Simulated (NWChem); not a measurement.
# U-r2SCAN/def2-SVP (core potential) run of CH4Sb (SMILES [CH3][SbH])

What is the vertical ionisation energy of CH4Sb at U-r2SCAN/def2-SVP (core potential)? 

The calculation is run with NWChem 7.3.0.

1 further run of the same task is left out (set aside as unsound or not needed).

**1. The system as given**

CH4Sb has 6 atoms, charge 0, and is taken as a doublet. SMILES: `[CH3][SbH]`. The shape is that of a PBE0-D4/def2-TZVP optimisation.

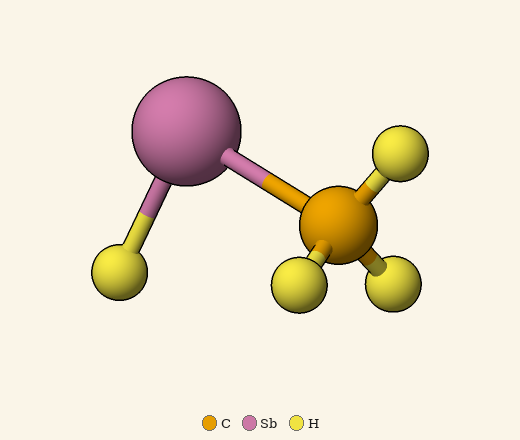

The structure, seen from a chosen angle (carbon amber, antimony pink, hydrogen yellow).

**2. A single-point energy at U-r2SCAN/def2-SVP (core potential)**

job.nw

```
start job
title "CH4Sb"
memory stack 880 mb heap 220 mb global 1100 mb

geometry units atomic noautosym nocenter noautoz
  C     -0.41989714    -0.68823825    -0.87664395
  Sb     0.46846311     0.05877048     3.04075831
  H     -1.71303673     0.74908744    -1.58850378
  H     -1.30598972    -2.54073677    -1.02423156
  H      1.30428897    -0.66064825    -2.00405456
  H      1.74610694     2.96082289     2.36518122
end

basis spherical bse
  * library def2-SVP
end

ecp bse
  Sb library def2-SVP
end

dft
  xc r2scan
  mult 2
  grid lebedev 35 6
  convergence energy 1e-08
  iterations 100
  mulliken
  noprint "final vectors analysis"
end

task dft
```

Launch:

```
nwchem job.nw > job.out
```

What it wrote:

```text
[...]
          Wavefunction type:  spin polarized.
          No. of atoms     :     6
          No. of electrons :    33
[...]
          Charge           :     0
          Spin multiplicity:     2
[...]
          AO basis - number of functions:    60
[...]
              XC Information
              --------------
                      r^2SCAN Method XC Functional
               r^2SCAN metaGGA Exchange Functional  1.000
                     r^2SCAN Correlation Potential  1.000
[...]
 d= 0,ls=0.0,diis     1   -280.7413892144 -3.46D+02  5.67D-03  3.14D-02     0.8
[...]
 d= 0,ls=0.0,diis    10   -280.7604592485 -8.61D-09  8.68D-07  3.29D-09     4.9
[...]
         Total DFT energy =     -280.760459248529
      One electron energy =     -603.839551128595
           Coulomb energy =      283.915785344523
    Exchange-Corr. energy =      -26.334971288201
 Nuclear repulsion energy =       65.498277823745
[...]
      Total Density - Mulliken Population Analysis
     ---------------------------------------------
    Atom       Charge   Shell Charges
 -----------   ------   -------------------------------------------------------
    1 C    6     6.33   1.99  0.90  0.30  2.07  1.07  0.02
    2 Sb  23    22.84  -0.08  2.11  1.31  0.54  3.07  2.95  1.68  1.16  9.75  0.33
    3 H    1     0.92   0.73  0.16  0.03
    4 H    1     0.92   0.73  0.17  0.03
    5 H    1     0.92   0.73  0.16  0.03
    6 H    1     1.08   0.69  0.38  0.01
[...]
      <S2> =      0.7556 (Exact =     0.7500)
[...]
```

It took 6 s on 1 thread of AMD EPYC 7R13 (Zen 3), shared host; peak memory 0.11 GiB.

**3. The singlet cation, same level**

struct.nw

```
start struct
title "CH4Sb"
memory total 2200 mb
charge 1

geometry units angstroms noautosym nocenter noautoz
C     -0.222200    -0.364200    -0.463900
Sb     0.247900     0.031100     1.609100
H     -0.906500     0.396400    -0.840600
H     -0.691100    -1.344500    -0.542000
H      0.690200    -0.349600    -1.060500
H      0.924000     1.566800     1.251600
end

basis spherical bse
* library def2-SVP
end

ecp bse
Sb library def2-SVP
end

dft
xc r2scan
grid lebedev 35 6
convergence energy 1e-08
maxiter 100
mulliken
print low
end

task dft energy
```

Launch:

```
nwchem struct.nw > struct.out
```

What it wrote:

```text
[...]
 d= 0,ls=0.0,diis     1   -280.3938547838 -3.46D+02  1.67D-02  7.40D-01     0.7
[...]
 d= 0,ls=0.0,diis    10   -280.4578073748 -3.47D-09  2.41D-07  1.49D-10     4.1
         Total DFT energy =     -280.457807374784
      One electron energy =     -595.155983448182
           Coulomb energy =      275.258065371035
    Exchange-Corr. energy =      -26.058171854879
 Nuclear repulsion energy =       65.498282557241
[...]
      Total Density - Mulliken Population Analysis
     ---------------------------------------------
    Atom       Charge   Shell Charges
 -----------   ------   -------------------------------------------------------
    1 C    6     6.38   1.99  0.91  0.32  2.07  1.08  0.01
    2 Sb  23    22.12  -0.07  2.11  1.47  0.38  3.05  2.97  1.50  0.61  9.77  0.34
    3 H    1     0.84   0.70  0.11  0.03
    4 H    1     0.85   0.72  0.11  0.03
    5 H    1     0.84   0.70  0.11  0.03
    6 H    1     0.97   0.68  0.28  0.01
[...]
```

It took 5.1 s on 1 thread of AMD EPYC 7R13 (Zen 3), shared host; peak memory 0.11 GiB.

**4. What came out**

Level: U-r2SCAN/def2-SVP (core potential).

| quantity | value |
| --- | --- |
| doublet CH4Sb: total energy | -280.76046 Eh |
| doublet CH4Sb: dipole moment | 0.78 D |
| doublet CH4Sb: ⟨S²⟩ | 0.756 |
| singlet cation: total energy | -280.45781 Eh |
| vertical ionisation energy (to the singlet cation) | 8.236 eV |

What this shows: Removing an electron at fixed nuclei costs 8.24 eV (795 kJ/mol). Only the singlet of the ionised species was computed; a triplet could lie lower.
